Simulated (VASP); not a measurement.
Band structure of Cd3ZnS4 (ordered alloy cell). All values below come from PBEsol GGA, VASP's PBE PAW potentials (set 64) (plane waves; VASP 6.6.1).

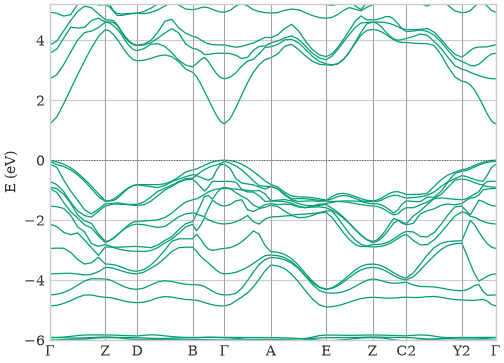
Fig. 1. Bands along high-symmetry lines, zero at the valence-band maximum or, without a gap, the Fermi level

Problem. Read the plot: is there a gap, and where are the band edges?

Solution. The gap is direct, 1.21 eV, from the valence maximum at Γ to the conduction minimum at Γ. (Edges off the drawn lines would not show.)

The structure was generated: Cd3ZnS4 was put into an ordered model structure (Pm), which need not be its known phase. It was relaxed first.
